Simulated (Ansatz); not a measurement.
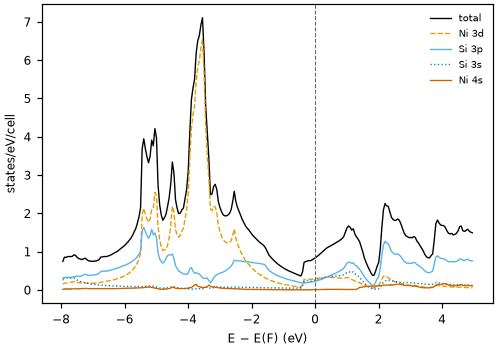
Figure. Total and projected density of states of Si$_{2}$Ni (fluorite or antifluorite type, space group No. 225), the program Ansatz at the LDA level (PAW)

**Question.** Which orbitals carry the states next to the Fermi level?

**Answer.** Within 0.5 eV of the Fermi level: Ni 3d 33 %, Si 3s 30 %, Si 3p 30 %, outside the projected shells 7 %. Projections are on Löwdin-orthogonalised atomic valence shells; empty p or d shells of many metals are not among them.

**Question.** Where is the tallest occupied peak in this window, and what makes it?

**Answer.** Near -3.5 eV, about 7.1 states/eV per cell; the largest projected share is Ni 3d.

Space group Fm-3m (fluorite or antifluorite type). Symmetry was held in the LDA relaxation; of distortions, only those at the zone centre were tested. The run is not spin-polarised.

Potentials: the later of the program's two PAW sets.
